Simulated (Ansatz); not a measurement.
Input

```
crystal:
  periodic: [false, false, false]
  atoms:
    - {symbol: Si, position_ang: [-1.124453, 0.399206, 0.903717]}
    - {symbol: Si, position_ang: [0.489653, -0.837916, -0.206598]}
    - {symbol: S, position_ang: [-1.308195, 1.467543, -0.767295]}
    - {symbol: H, position_ang: [1.043902, 0.820351, -1.118370]}
    - {symbol: F, position_ang: [-2.307272, -0.524894, 1.423052]}
    - {symbol: F, position_ang: [-0.526997, 1.030505, 2.234597]}
    - {symbol: H, position_ang: [1.724633, 0.431334, -1.145370]}
    - {symbol: H, position_ang: [1.886800, -1.249148, 0.135379]}
    - {symbol: H, position_ang: [0.122029, -1.536979, -1.459112]}
basis:
  gaussian: {orbitals: def2-TZVPP}
hamiltonian: {xc: pbe0, dispersion: d4}
output: {orbitals: {seedname: orbitals}}
```

Command:

```sh
ansatz run in.yaml --threads 4 --pin off --events-out ev --progress --plain --max-ram 9574MiB
```

A transition-state structure; geometry: PBE0-D4/def2-TZVP.

Level of theory: RKS PBE0-D4/def2-TZVPP in Ansatz 0.2.0.

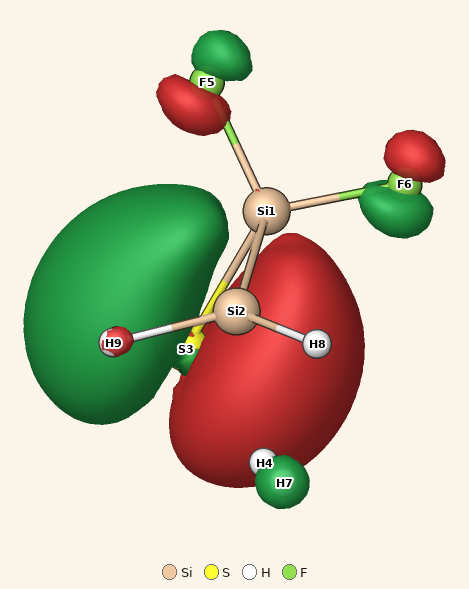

F2H2SSi2···H2. The HOMO−1 at ±0.1 Å⁻³ᐟ² (green and red are the two phases), seen at an oblique angle.

> What is the character of this orbital?

It lies mainly on S3 (about 80 %) and Si1 (about 15 %); largely a lone pair of S3. Its energy is −7.23 eV.
